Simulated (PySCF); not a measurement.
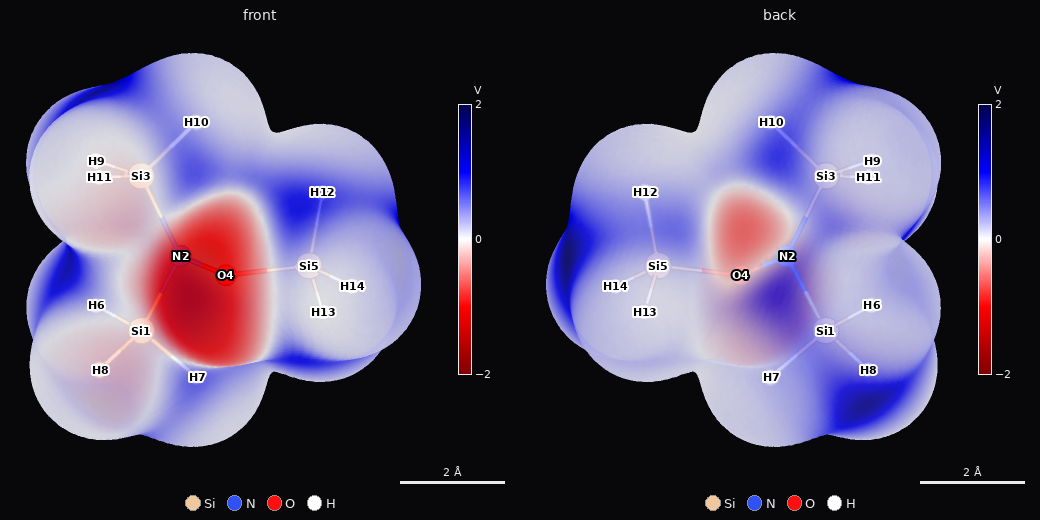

Figure. H₉NOSi₃ (SMILES [SiH3]ON([SiH3])[SiH3]). The molecular electrostatic potential painted on the density surface at 0.002 e/bohr³, seen from the front and from behind; the colour scale runs from red (negative) to blue (positive).

Geometry: PBE0-D3(BJ)/def2-SVP.

These are results of PBE0/pcSseg-1, SCF density, gas phase, non-relativistic in PySCF, not measurements.

Input

```
{"job": {"kind": "nmr", "xc": "PBE0", "basis": "pcSseg-1"}, "charge": 0, "multiplicity": 1}
Si    -0.679732     1.428201     1.134811
N     -0.215240     0.267609    -0.106587
Si    -0.656044     0.276686    -1.812353
O      1.176528    -0.081441     0.040167
Si     1.271218    -1.659966     0.660961
H     -2.124824     1.714872     0.901938
H     -0.468380     0.811619     2.475701
H      0.110990     2.694205     1.058583
H     -2.102759     0.637103    -1.856275
H     -0.428637    -1.084535    -2.376192
H      0.140523     1.263896    -2.602674
H      0.622423    -2.623567    -0.273461
H      0.615166    -1.730554     1.997861
H      2.731618    -1.929190     0.771936
```

Run with:

```sh
OMP_NUM_THREADS=1 python cluster_run.py task.json out
```

Where is the surface potential most negative and most positive?

Answer. The most negative region (about −1.3 V) lies over O4, the most positive (about +1.6 V) over Si1 and Si5. O4 is the likeliest acceptor of a hydrogen bond.
